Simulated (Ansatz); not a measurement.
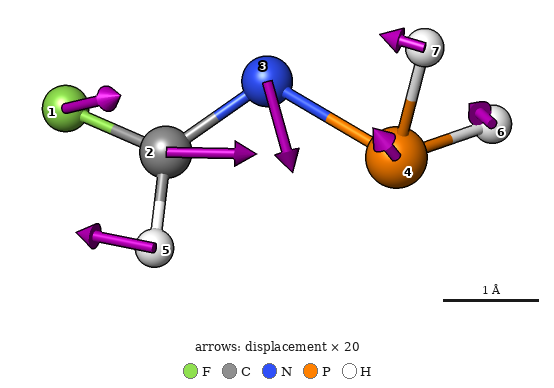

A relaxation of CH₃FNP. The starting structure is drawn; purple arrows show the displacements, 20 times their true length. The two geometries are superimposed by the best rigid fit.

The picture is a ball-and-stick view, seen at a tilt.

The run prepares an end point of a later path (hydrogen shift) calculation, from a guessed geometry.

Theory: Ansatz, RKS r2SCAN-D4/def2-mTZVP. Set-up: no spin polarisation; force threshold 0.02 eV/Å; at most 50 steps.

Describe the change and its energy.

N3 moves most after the best rigid fit: 0.051 Å. By element the largest moves are N 0.051 Å, C 0.048 Å, F 0.048 Å, H 0.048 Å, P 0.024 Å. Some distances before and after: C2–N3 1.305 → 1.249 Å, N3–P4 1.806 → 1.767 Å, P4–H6 1.406 → 1.426 Å, P4–H7 1.446 → 1.426 Å. Among the angles between lasting bonds that change: F1–C2–H5 115.1° → 109.9°, N3–C2–H5 126.1° → 130.2°. After 5 accepted moves (6 points after the start) the energy has fallen by 14.2 kJ/mol. Largest force component: 2.7 eV/Å at the start, 0.0029 eV/Å at the end. The line search rejected the trial step at point 5 of the run. Cost: 11 s on 2 threads of Intel(R) Xeon(R) Platinum 8488C (Sapphire Rapids), with other jobs on the host, peak memory 0.17 GiB.
